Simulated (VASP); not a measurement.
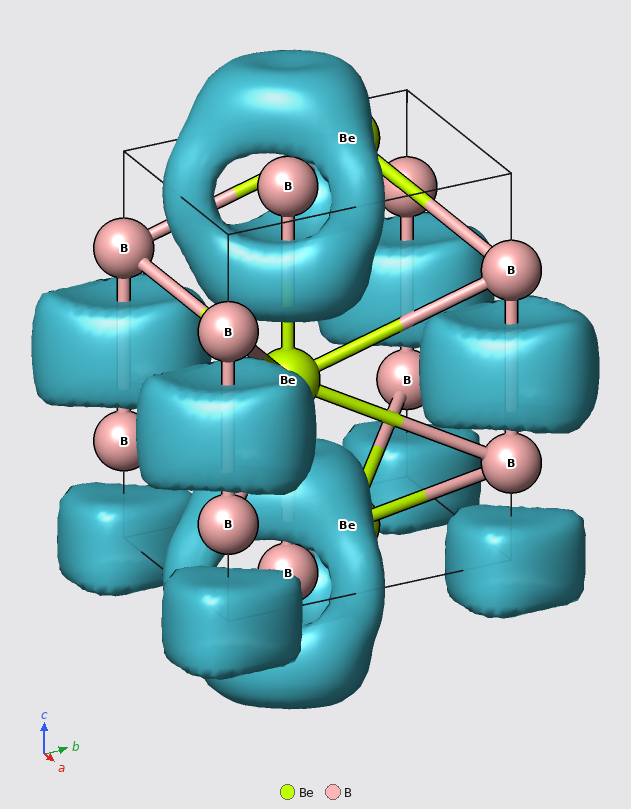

Figure 1: Be$_{2}$B$_{3}$. Isosurface of the ELF at 0.65 (cyan), seen slightly off an axis. Core shells and regions of very low density are left out. Sticks mark near contacts.

Space group P-6m2; a structure from a database of computed crystals, not necessarily the ambient phase; a generated structure, not necessarily the stable one.

Computed with VASP 6.6.1, Kohn-Sham DFT of a periodic cell, PBE, VASP PAW PBE potentials, recommended.

Core electrons are frozen (PAW), and the valence fields are smoothed inside the atomic spheres.

### Identify the bonds, lone pairs and shells in this picture.

At this value the surface marks out two regions between bonded B–B atoms (shared pairs) and one region wrapped around B (its valence shell), counted in one cell of 5 atoms. Any copies at cell faces, edges or corners count once.

Values along the shortest contacts:
B–B (1.74 Å): the ELF peaks at about 0.90 between the atoms. Be–B (1.75 Å): the ELF peaks at about 0.90 between the atoms.
